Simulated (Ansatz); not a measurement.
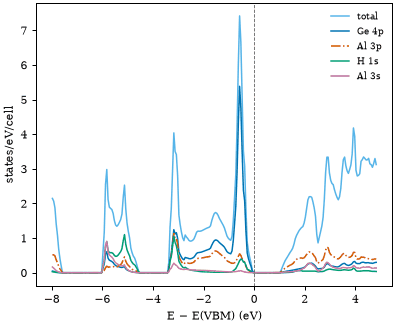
Figure: Total and projected density of states of BaAlGeH in space group P3m1 (No. 156; Ba on 1b, Al on 1a, Ge on 1c, H on 1a), r²SCAN in the plane-wave PAW code Ansatz

### Question
Which orbitals carry the states next to the gap?

### Answer
Top 1 eV of the valence band: Ge 4p 69 %, Al 3p 10 %, H 1s 6 %, outside the projected shells 8 %. Bottom 1 eV of the conduction band: Al 3p 35 %, Ge 4p 10 %, Ge 4s 6 %, Al 3s 6 %, outside the projected shells 36 %. Projections are on Löwdin-orthogonalised atomic valence shells; empty p or d shells of many metals are not among them.

### Question
Where is the tallest occupied peak in this window, and what makes it?

### Answer
Near -0.6 eV, about 7.4 states/eV per cell; the largest projected share is Ge 4p.

The workflow started from a Materials Project entry (that database holds measured and hypothetical structures alike); the Crystallography Open Database files this formula in space group No. 156, but the cells were not matched. Its standing as an ambient phase is unchecked. The cell was relaxed with r²SCAN under the symmetry of its start; its stability against distortions is not shown here. Scalar-relativistic: spin–orbit coupling is off unless named, which matters more the heavier the elements.

Potentials: the later of the program's two PAW sets.
